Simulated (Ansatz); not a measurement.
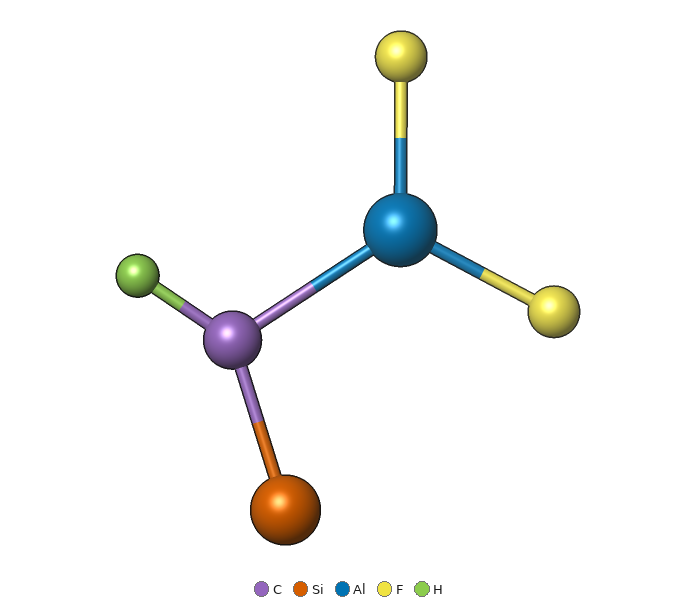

Every bond is drawn as one stick, whatever its order.

Computed geometry: PBE0-D4/def2-TZVP optimisation. No frequency run is at hand to confirm it as a minimum.

Identify the structure.

It has 6 atoms: 1 carbon, 1 hydrogen, 1 aluminium, 2 fluorine and 1 silicon (CHAlF2Si). This geometry has Cs symmetry. All atoms lie on one plane. Coordination: 1 C trigonal planar; 1 Al trigonal planar.

More results for the same structure follow; atom numbers are the same in all pictures, views and colours differ.

### Shape

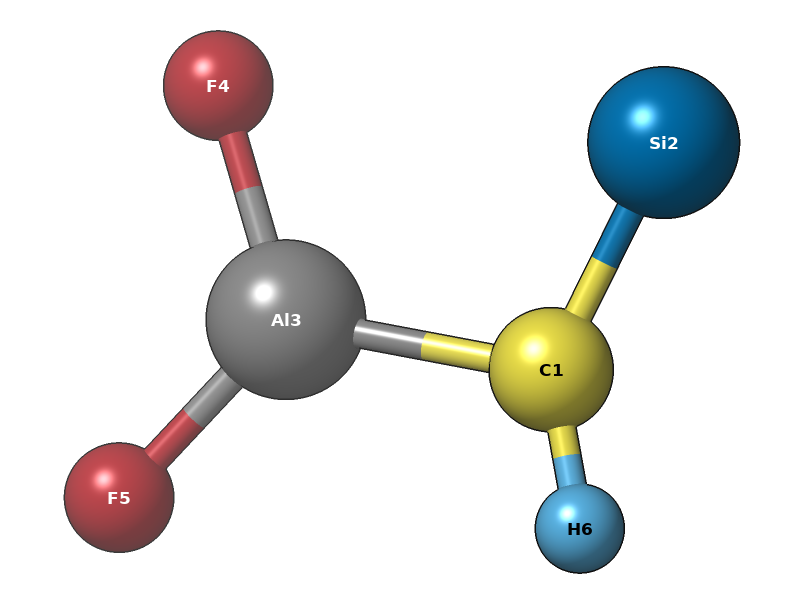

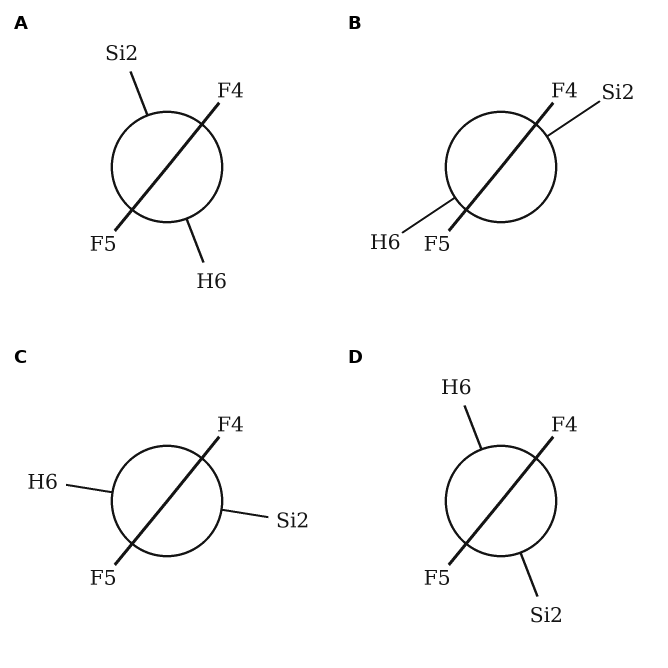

Atoms fade into the background with distance from the viewer. Bonds that would overlap in a projection are set slightly apart. No frequency run is at hand to confirm it as a minimum.

Which Newman projection shows the view along Al3–C1, with Al3 in front?

Answer. B. The torsion angle F4–Al3–C1–Si2 is 0°, synperiplanar (eclipsed).

### Electronic properties

No frequency run is at hand to confirm it as a minimum. Method: RKS PBE0-D4/def2-TZVPP (Ansatz 0.2.0).

Computed properties:

- HOMO energy (Kohn–Sham orbital): −7.53 eV
- LUMO energy (Kohn–Sham orbital): −2.60 eV
- HOMO–LUMO gap: 4.93 eV

### Charges

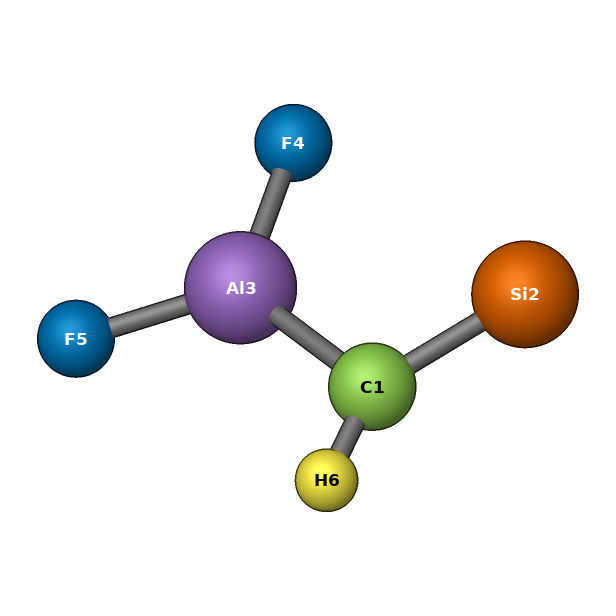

The questions are on Mulliken charges. No frequency run is at hand to confirm it as a minimum. Properties computed with RKS PBE0-D4/def2-TZVP (Ansatz 0.2.0).

Which atom carries the highest charge (most positive or least negative)?

Answer. Al3 (0.75 e).

And the lowest?

Answer. C1 (−0.45 e).

Give the Mulliken charges atom by atom.

```tsv
atom	value (e)
C1	−0.45
Si2	0.21
Al3	0.75
F4	−0.34
F5	−0.34
H6	0.18
```

### Dipole moment

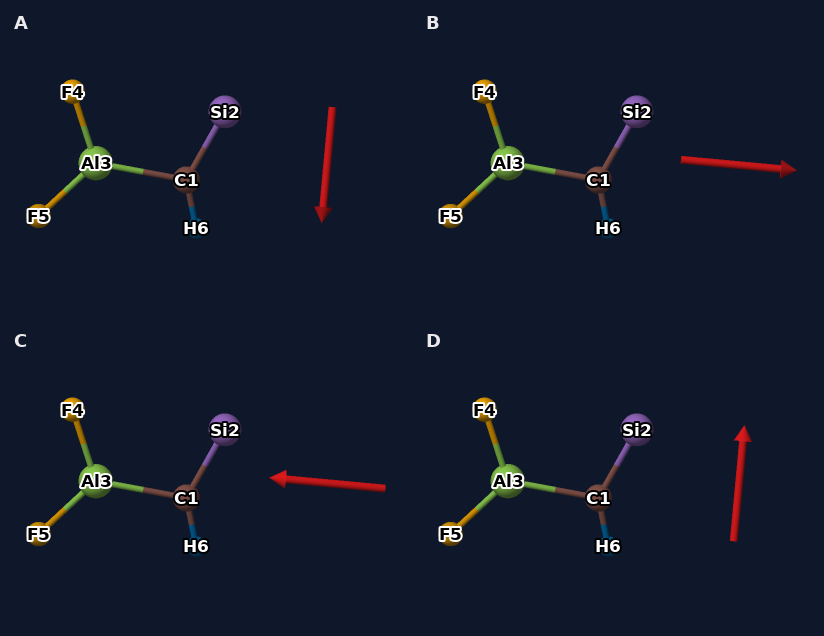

The same molecule four times, each with an arrow. No frequency run is at hand to confirm it as a minimum. Method: RKS PBE0-D4/def2-TZVP (Ansatz 0.2.0).

Which arrow points along the dipole moment, from the negative to the positive end?

Answer. B. The dipole moment is 2.56 D; it points from the side of F5 to the side of Si2 (the outermost atoms at the two ends).

Mulliken values depend strongly on the basis set and can even reverse the polarity of a bond.
